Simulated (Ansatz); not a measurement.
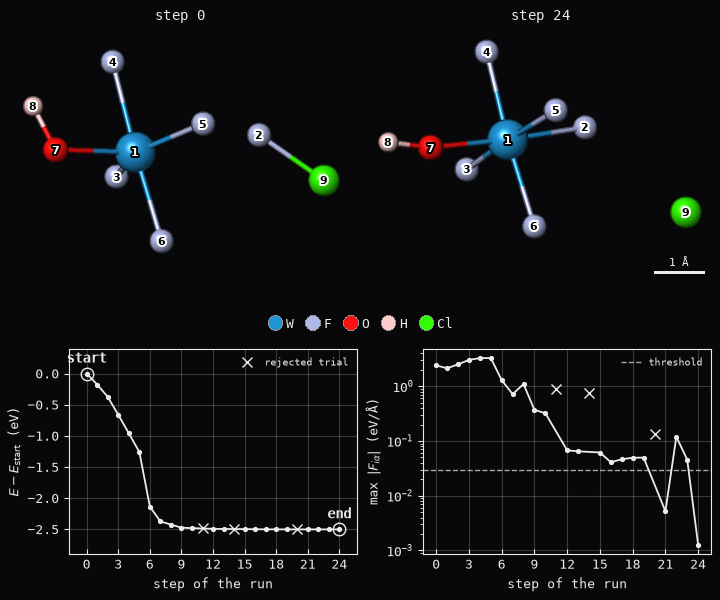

First and last geometry of a relaxation of WHOClF5 (multiplicity 2), with the history of the run. Style: ball-and-stick. Shown from a free direction.

The run prepares an end point of a later path (reaction) calculation, from a guessed geometry.

Computed with Ansatz, UKS PBE/def2-SVP.

The input:
```yaml
crystal:
  periodic: [false, false, false]
  atoms:
    - { symbol: W, position_ang: [0.081381, -0.021249, -0.282968] }
    - { symbol: F, position_ang: [0.122554, 0.445141, 2.721347] }
    - { symbol: F, position_ang: [1.839864, -0.039494, 0.312844] }
    - { symbol: F, position_ang: [0.166175, 1.881548, -0.525199] }
    - { symbol: F, position_ang: [-1.67856, 0.121529, 0.294277] }
    - { symbol: F, position_ang: [-0.008146, -1.891671, 0.047064] }
    - { symbol: O, position_ang: [0.097566, -0.027506, -2.156238] }
    - { symbol: H, position_ang: [0.146859, 0.884588, -2.537212] }
    - { symbol: Cl, position_ang: [-0.239893, -0.560485, 3.908984] }
magnetization:
  spin_polarized: true
  initial_magnetization: 1
basis:
  gaussian: { orbitals: def2-SVP }
hamiltonian:
  xc: pbe
relax:
  f_tol: 0.03
  max_steps: 50
```

Command:
```bash
ansatz run input.yaml --threads 4 --pin off --max-ram 5120MiB --backend cpu --events-out ev --progress --plain --runs-dir out
```

Question: What do the curves and the structures tell?

Answer: It converged. Over 21 accepted moves (24 points after the start) the energy falls by 2.501 eV. The largest force component goes from 2.4 to 0.0013 eV/Å. The line search rejected the trial steps at points 11, 14, 20 of the run. The forces were under the threshold at step 21, but the run went on from there. The largest move after the best rigid fit is that of F2, 0.83 Å. Largest moves by element: F 0.83 Å, H 0.79 Å, Cl 0.65 Å, W 0.43 Å, O 0.37 Å. Among the contacts that change: W1–F2 3.041 → 1.881 Å, F2–Cl9 1.598 → 2.692 Å, W1–F4 1.920 → 1.874 Å, W1–F6 1.901 → 1.867 Å. New bonds form, among them: W1–F2 (3.04 → 1.88 Å). Bonds break, among them: F2–Cl9 (1.60 → 2.69 Å). Among the angles between lasting bonds that change: W1–O7–H8 112.5° → 168.0°, F3–W1–F5 143.0° → 174.8°, F5–W1–O7 108.6° → 92.6°. Cost: 2.9 min on 4 threads of Arm Neoverse V1, with other jobs on the host, peak memory 0.43 GiB.

| step | E − E(0), eV | largest force component, eV/Å | note |
| --- | --- | --- | --- |
| 0 | 0.0000 | 2.4050 |  |
| 1 | -0.1748 | 2.1366 |  |
| 2 | -0.3743 | 2.5194 |  |
| 3 | -0.6617 | 3.0364 |  |
| 4 | -0.9583 | 3.2751 |  |
| 5 | -1.2587 | 3.2740 |  |
| 6 | -2.1368 | 1.2922 |  |
| 7 | -2.3733 | 0.7189 |  |
| 8 | -2.4228 | 1.0981 |  |
| 9 | -2.4735 | 0.3704 |  |
| 10 | -2.4805 | 0.3218 |  |
| 11 | -2.4768 | 0.8788 | rejected |
| 12 | -2.4916 | 0.0674 |  |
| 13 | -2.4941 | 0.0649 |  |
| 14 | -2.4915 | 0.7498 | rejected |
| 15 | -2.4964 | 0.0617 |  |
| 16 | -2.4983 | 0.0410 |  |
| 17 | -2.4998 | 0.0464 |  |
| 18 | -2.5004 | 0.0495 |  |
| 19 | -2.5007 | 0.0498 |  |
| 20 | -2.5007 | 0.1340 | rejected |
| 21 | -2.5009 | 0.0052 |  |
| 22 | -2.5009 | 0.1198 |  |
| 23 | -2.5010 | 0.0455 |  |
| 24 | -2.5010 | 0.0013 |  |

Limits of the set-up: the start holds two separate molecules, 3.0 Å apart at their closest, whose relative position is a soft coordinate and is computed without a dispersion correction.
